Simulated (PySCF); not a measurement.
# CH₄BrGeN: geometry, electronic excitations

Aim: predict the electronic excitations of CH₄BrGeN (`C=[N][GeH2][Br]`).

Computed with PySCF 2.14.0, with density-fitted response routines of our own, on a single molecule in the gas phase. Atoms are numbered from 0 throughout.

### 1 Starting geometry

8 atoms, charge 0, multiplicity 1; geometry from: GFN2-xTB. The atoms were then displaced at random by about 0.01 Å, so the start is not that level's minimum.

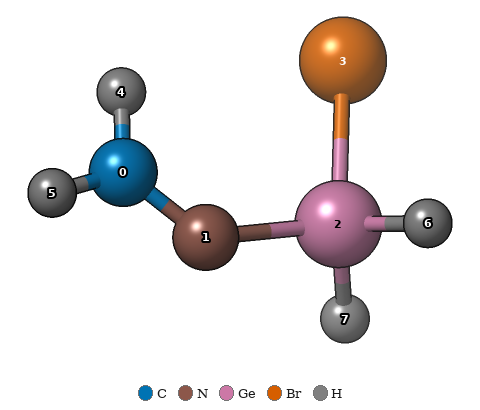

The starting geometry (carbon blue, nitrogen brown, germanium pink, bromine orange, hydrogen grey), atoms numbered.

### 2 Optimising the geometry at PBE0-D3(BJ)/def2-SVP

What the job is given:

```
{"job": {"xc": "PBE0", "basis": "def2-SVP", "d3": "d3bj", "grid": 1, "shake": 0.01, "kind": "geom"}, "charge": 0, "multiplicity": 1}
C      1.535960    -0.171780     0.456380
N      0.400110    -0.731010     0.432360
Ge    -1.209480    -0.133480    -0.226420
Br    -0.974890     1.976510    -1.100400
H      1.700730     0.852570     0.046490
H      2.367250    -0.652250     0.884480
H     -1.612550    -1.072910    -1.306220
H     -2.151990    -0.086800     0.916350
```

Command:

```
$ OMP_NUM_THREADS=1 python probes_run.py task.json out
```

One launch serves the whole session: the jobs run in the order shown.

The log of the run:

```text
step   0  E = -4745.12679544  max force = 0.045993
step   1  E = -4745.13105964  max force = 0.017809
step   2  E = -4745.13147889  max force = 0.005123
step   3  E = -4745.13165163  max force = 0.004718
step   4  E = -4745.13181048  max force = 0.000669
step   5  E = -4745.13181820  max force = 0.000352
optimisation converged
```

Wall time 30 s (1 thread of AMD EPYC 7R43, shared host); peak memory 0.45 GiB.

Along the way:

```tsv
step	energy from step 0 (eV)	largest force component (eV/Å)
0	0.0000	2.3651
1	-0.1160	0.9158
2	-0.1274	0.2634
3	-0.1321	0.2426
4	-0.1365	0.0344
5	-0.1367	0.0181
```

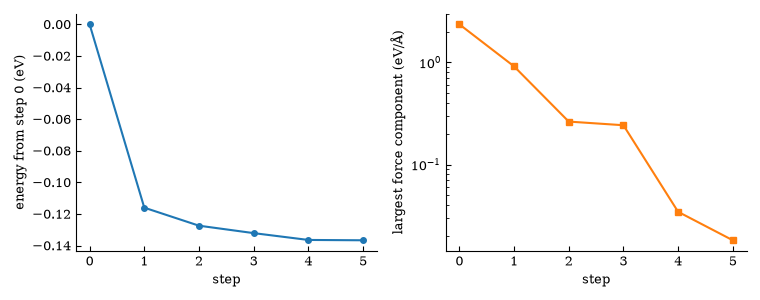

Energy and largest force along the relaxation.

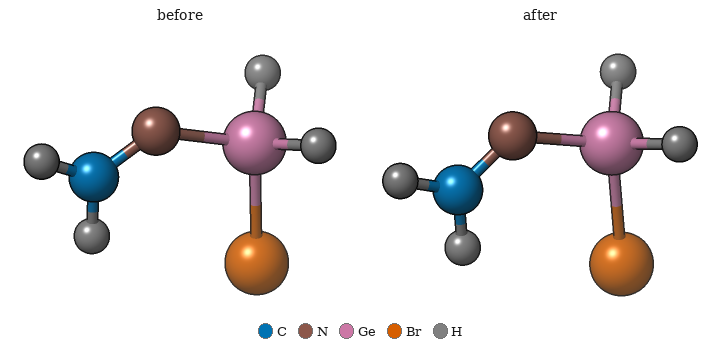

Before and after, at one scale.

Close pairs (by a distance rule), those that changed most:

```tsv
bond	before (Å)	after (Å)	change (Å)
C0–H5	1.051	1.106	+0.054
Ge2–H7	1.482	1.532	+0.050
Ge2–H6	1.487	1.532	+0.045
Ge2–Br3	2.296	2.327	+0.032
C0–H4	1.116	1.110	-0.006
C0–N1	1.266	1.262	-0.004
N1–Ge2	1.839	1.842	+0.003
```

The next job starts from the end point, and lists it.

```tsv
at the end point	value
point group (found at 0.08 Å tolerance)	Cs
rotational constants (GHz, main isotopes)	4.766, 1.665, 1.254
dipole moment (D)	0.87
```

### 3 Ultraviolet spectrum: PBE0/def2-TZVPD

What the job is given:

```
{"job": {"kind": "uv", "xc": "PBE0", "basis": "def2-TZVPD"}, "charge": 0, "multiplicity": 1}
C      1.341983    -0.018898     0.420848
N      0.305547    -0.738796     0.427171
Ge    -1.322138    -0.208234    -0.252049
Br    -1.213457     1.940512    -1.139762
H      1.393868     1.006234    -0.000963
H      2.278390    -0.409560     0.859845
H     -1.707537    -1.166019    -1.384347
H     -2.337341    -0.177930     0.895308
```

With the program's defaults for keys left out, this is: TDDFT PBE0/def2-TZVPD, vertical, gas phase, core orbitals frozen in the response.

The log of the run:

```text
coarse grid: 34936 points
cycle   1  E = -4745.7453848969  dE = -1.380e+00  |g| = 7.665e-01  |ddm| = 2.519e+00
cycle   2  E = -4745.6683396652  dE =  7.705e-02  |g| = 1.027e+00  |ddm| = 1.239e+00
cycle   3  E = -4745.8012297433  dE = -1.329e-01  |g| = 1.952e-01  |ddm| = 7.756e-01
cycle   4  E = -4745.8084625617  dE = -7.233e-03  |g| = 5.676e-02  |ddm| = 1.550e-01
cycle   5  E = -4745.8090398286  dE = -5.773e-04  |g| = 9.928e-03  |ddm| = 3.950e-02
cycle   6  E = -4745.8090561449  dE = -1.632e-05  |g| = 2.984e-03  |ddm| = 9.964e-03
cycle   7  E = -4745.8090585062  dE = -2.361e-06  |g| = 2.707e-04  |ddm| = 2.806e-03
final grid: 69800 points
cycle   8  E = -4745.8090633218  dE = -4.410e-08  |g| = 3.219e-04  |ddm| = 3.921e-03
cycle   9  E = -4745.8090632869  dE =  3.489e-08  |g| = 5.132e-04  |ddm| = 7.637e-04
cycle  10  E = -4745.8090633449  dE = -5.802e-08  |g| = 8.928e-05  |ddm| = 4.412e-04
cycle  11  E = -4745.8090633468  dE = -1.833e-09  |g| = 1.354e-05  |ddm| = 6.042e-05
cycle  12  E = -4745.8090633468  dE = -2.819e-11  |g| = 4.204e-06  |ddm| = 1.145e-05
converged SCF energy = -4745.8090633468

Static polarisability (au): isotropic 73.808, principal 56.975 78.745 85.704

Singlet excitations
state   eV       nm        f      main configurations
  1   4.3293    286.4   0.00014   H->L 0.99
  2   5.9519    208.3   0.08781   H->L+1 0.94
  3   6.2108    199.6   0.02011   H-1->L 0.96
  4   6.3001    196.8   0.02266   H-1->L+1 0.96
  5   6.3623    194.9   0.00126   H-2->L 0.98
  6   6.5218    190.1   0.01050   H->L+2 0.78, H-2->L+1 0.13
  7   6.5389    189.6   0.01001   H-2->L+1 0.84, H->L+2 0.12
  8   6.8258    181.6   0.10067   H->L+3 0.83
  9   7.2789    170.3   0.05075   H->L+4 0.94
 10   7.3689    168.3   0.00276   H-1->L+2 0.93

Triplet excitations (Tamm-Dancoff, eV): 3.6770 4.9809 5.2787 5.8278
```

Wall time 25 s (1 thread of AMD EPYC 7R43, shared host); peak memory 0.83 GiB.

The orbitals next to the gap, with their largest atomic shares:

```tsv
orbital	eV	atoms
HOMO−3	-9.62	N1 33 %, C0 26 %, Ge2 17 %
HOMO−2	-8.56	Br3 83 %, Ge2 9 %
HOMO−1	-8.32	Br3 79 %, Ge2 12 %
HOMO	-7.51	N1 53 %, C0 19 %, Br3 10 %
LUMO	-1.13	C0 45 %, N1 33 %, Ge2 6 %
LUMO+1	-0.59	Br3 41 %, Ge2 29 %, H6 9 %
LUMO+2	0.17	Ge2 37 %, C0 19 %, Br3 14 %
```

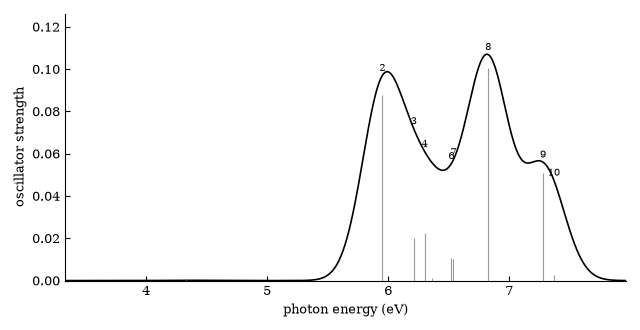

Absorption spectrum from the 10 singlet states computed; above the last one it falls off for lack of states. Lines are broadened to a width of 0.40 eV (Gaussian).

Further results of this job:

```tsv
property	computed
dipole moment (D)	0.94
polarisability (Å³)	10.94
HOMO–LUMO gap (eV)	6.37
−ε(HOMO) (eV)	7.51
```

### 4 Summary of results

| quantity | value |
| --- | --- |
| point group | Cs |
| rotational constants (main isotopes) | 4.77, 1.66, 1.25 GHz |
| lowest singlet (PBE0/def2-TZVPD) | 4.33 eV (286 nm), f = 0.000 |
| brightest single state of those computed | state 8, 6.83 eV, f = 0.101 |
| lowest triplet | 3.68 eV |

The start of the PBE0/def2-SVP relaxation was shaken at random by about 0.01 Å, so part of the energy gained, and of the first lengths quoted, undoes that. The optimisation took 5 steps and gained 0.137 eV; among the close pairs (by a distance rule), C0–H5 changed most, from 1.051 to 1.106 Å. The first singlet state (HOMO→LUMO 0.99) lies at 4.33 eV and is dark; of the 10 states computed, the strongest absorption comes from state 8 at 6.83 eV. The lowest triplet lies 0.65 eV below the lowest singlet (triplets in Tamm-Dancoff, singlets in full TDDFT).
